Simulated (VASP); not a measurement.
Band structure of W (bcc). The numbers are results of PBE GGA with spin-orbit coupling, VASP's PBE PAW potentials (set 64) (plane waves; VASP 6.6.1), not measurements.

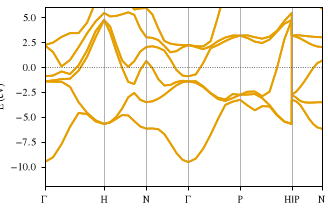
*Bands along high-symmetry lines, zero at the valence-band maximum or, without a gap, the Fermi level*

**Question.** Read the plot: is there a gap, and where are the band edges?

**Answer.** It has no gap at this level: it comes out as a metal or semimetal.

The compound is W in the bcc structure. It was relaxed first.
